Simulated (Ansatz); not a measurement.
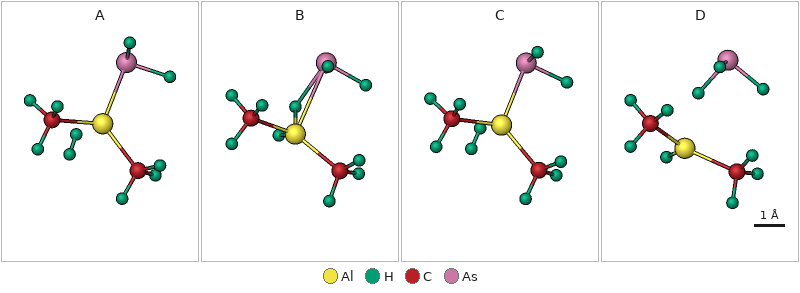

4 geometries from a converged minimum-energy path of C2H10AlAs, made up at the start of C2H7Al and AsH3, shuffled. The picture is a ball-and-stick view, seen at a tilt.

Method: RKS PBE0-D4/def2-SVP (Ansatz 0.2.0). Set-up: 5 movable images; climbing image; force threshold 0.03 eV/Å; iteration limit 60; starting path through a guess of the saddle point.

Which frame is the top of the path?

B. In order along the path, whose images run from 0 to 6: D (image 0, 0.00 eV), B (image 2, +0.60 eV), C (image 4, −0.28 eV), A (image 5, −0.34 eV). Breaking: Al–H (1.60 → 2.34 Å), As–H (1.54 → 3.14 Å). Forming: Al–As (3.38 → 2.46 Å), H–H (2.40 → 0.77 Å).

Limits of the set-up: the start holds two separate molecules, 2.3 Å apart at their closest, whose relative position is a soft coordinate.
